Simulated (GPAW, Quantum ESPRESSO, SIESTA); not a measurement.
# Birch–Murnaghan line for diamond Ge, QE, PBE

Calculated with Quantum ESPRESSO 7.5: PBE; plane waves, GBRV 1.5 ultrasoft, 45/270 Ry; k-mesh 7×7×7. The volume is changed in steps from typed lattice constants. V0 = 23.787 Å³ an atom is where a Birch–Murnaghan fit to this level's pressures, the withheld one apart, crosses zero; rows within 2.5 % of V0 are left out, since F is ill-conditioned there. The typed cell is scaled evenly, with no relaxation, and each row is a single point.

```
volume (Å³/atom)  pressure (GPa)
          21.977           5.619
          22.455           3.823
          22.932           2.413
          24.843          -2.313
          25.321               ?
          25.799          -3.994
```

**Question.** Fit the third-order Birch–Murnaghan equation to the rows given and interpolate to the withheld row.

**Working.**

Take the Eulerian strain f = ½[(V0/V)^(2/3) − 1] and the normalised pressure F = P / [3f(1 + 2f)^(5/2)]. The third-order Birch–Murnaghan equation is then the line F = B0 + (3/2)B0(B′ − 4) f, so u = f and v = F.

```
     u = f  v = F (GPa)
 0.0270893      60.5975
 0.0195824      59.1162
 0.0123521      61.2632
-0.0142713      58.0806
-0.0263460      57.8554
```

With n = 5: mean u = 0.00368128, mean v = 59.3826, Σ(u − ū)² = 0.0020999, Σ(u − ū)(v − v̄) = 0.10974. Slope b = 0.10974 / 0.0020999 = 52.260; intercept a = v̄ − b ū = 59.190.

So B0 = 59.19 GPa and B′ = 4 + 2b/(3a) = 4.59. At the withheld volume f = -0.02040, F = 58.12 GPa, and P = 3f(1 + 2f)^(5/2) F.

Prediction at 25.321: -3.206 GPa. The run gave -3.198 GPa, so the fit is low by 0.0079 GPa (0.25 % of the value).

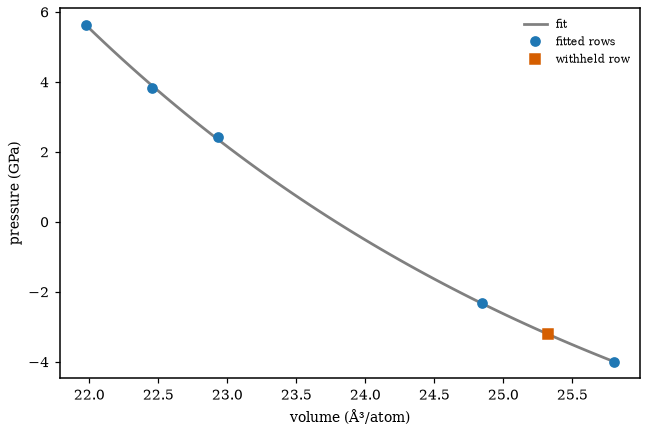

The fit, the rows that it rests on and the withheld row.

A fit to this level's energies over the whole scan gives V0 = 23.891 Å³, B0 = 58.19 GPa and B′ = 4.49. Among the rows given, the largest miss of the fit is at 22.455, by 0.071 GPa (0.74 % of the range of the table).

Limits: The nuclei are static. The DFT runs use Fermi–Dirac occupations of width 0.01 eV, and energies are free energies. The pressures scatter by 0.03 GPa r.m.s. about a smooth curve, which shows enlarged in F and loosens B′.

[Logs are printed without paths, hosts, clocks, repeated set-up lines and the standing remarks that a program may print on its own settings, such as how far it seeks lower states.]

[Hosts, paths, dates, database ids (printed as entryN), source tags and the programs' standing remarks are cut or masked in the printed files.]
